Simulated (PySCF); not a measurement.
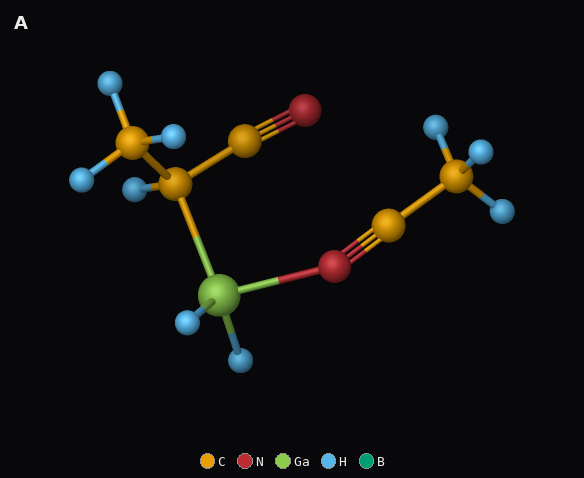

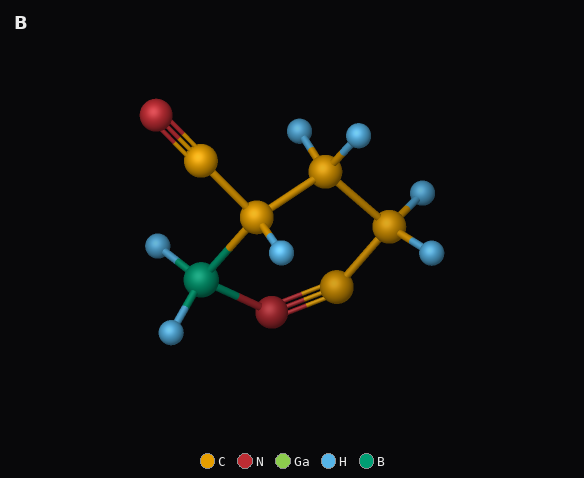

Two related species, optimised with GFN2-xTB; properties computed with PySCF 2.14.0. Both: charge 0, singlet.

What are A and B?

Answer. A is C5H9GaN2, B is C5H7BN2 (N#C[C@H]1[BH2-][N+]#CCC1).

Compare them. With ωB97X-D/def2-SVPD: dipole moment (D), HOMO–LUMO gap (eV), HOMO energy (Kohn–Sham orbital) (eV), lowest vertical singlet excitation (eV), mean static polarisability (bohr³).

| quantity | A | B |
| --- | --- | --- |
| dipole moment (D) | 3.34 | 8.43 |
| HOMO–LUMO gap (eV) | 10.08 | 8.70 |
| HOMO energy (Kohn–Sham orbital) (eV) | −9.04 | −9.80 |
| lowest vertical singlet excitation (eV) | 6.06 | 4.41 |
| mean static polarisability (bohr³) | 98.7 | 80.8 |

Each is one conformer, and no frequency run is at hand to confirm it as a minimum.

The geometry is semi-empirical. Around B, Ga such bond lengths and angles can be off by a tenth of an ångström or more and by several degrees, and values that hang on the shape move with them.
